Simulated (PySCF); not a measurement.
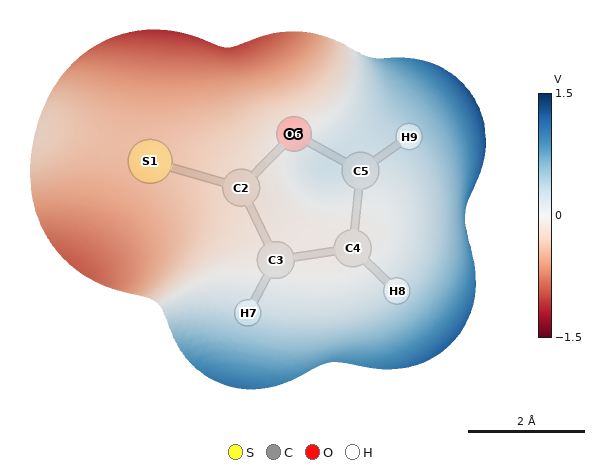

Figure 1: C4H3OS (SMILES [S]c1ccco1) (doublet). The electrostatic potential painted on the density surface at 0.001 e/bohr³, seen at a tilt; red is negative and blue positive.

Geometry: GFN2-xTB.

Level of theory: UKS B3LYP, pcH-1 on C H O S, non-relativistic, mean-field spin-orbit, GIAO (PySCF).

```xyz
9

S     2.8224   -0.2795    0.2963
C     1.1541   -0.1725    0.1286
C     0.3390    0.9294   -0.1267
C    -0.9726    0.4446   -0.1633
C    -0.8858   -0.9058    0.0680
O     0.3827   -1.2830    0.2436
H     0.6797    1.9347   -0.2628
H    -1.8676    1.0060   -0.3358
H    -1.6383   -1.6679    0.1269
```

### Where is the surface potential most negative and most positive?

The most negative region (about −1.1 V) lies over S1, the most positive (about +1.4 V) over H9.
